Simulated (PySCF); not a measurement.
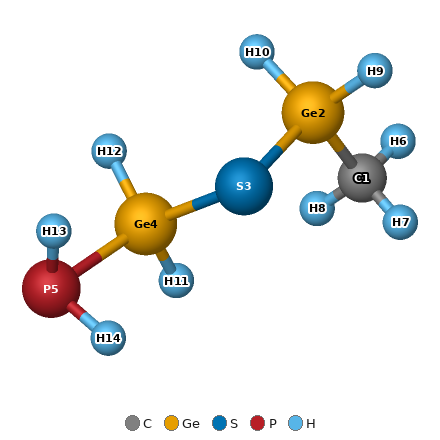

CH₉Ge₂PS, SMILES [CH3][GeH2][S][GeH2][PH2], singlet. Vertical core-electron binding energies by ΔSCF (SCAN, pcX-2 on the ionised atom, pcseg-1 elsewhere, spin-free X2C; PySCF, at a PBE0-D3(BJ)/def2-SVP geometry (no frequency check)), gas phase, against the vacuum level. One atom of each kind was ionised; within a panel, areas follow the number of like atoms and 2j + 1 (2p levels are split by first-order spin-orbit coupling, an approximation), each panel is scaled alone, Gaussians of 0.8 eV full width. Only the regions named are shown.

Predict the P 2p, S 2p and C 1s photoelectron lines.

Answer.
| level | atoms | binding energy (eV) |
| --- | --- | --- |
| P 2p1/2 | P5 | 137.2 |
| P 2p3/2 | P5 | 136.3 |
| S 2p1/2 | S3 | 169.4 |
| S 2p3/2 | S3 | 168.2 |
| C 1s | C1 | 290.4 |

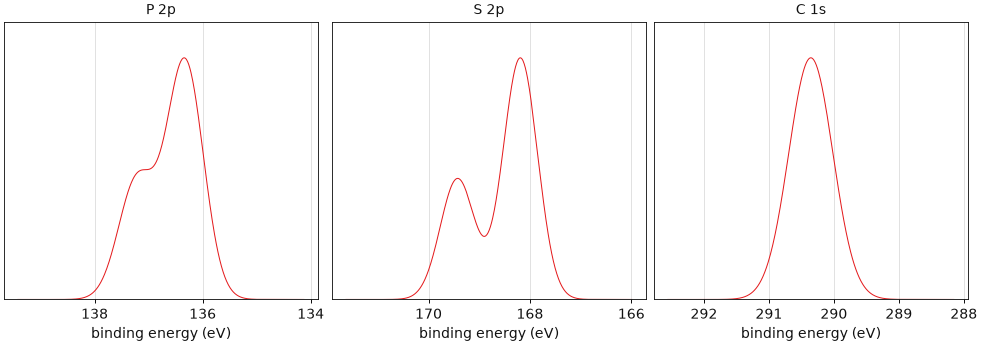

Note: one conformer of a flexible molecule.
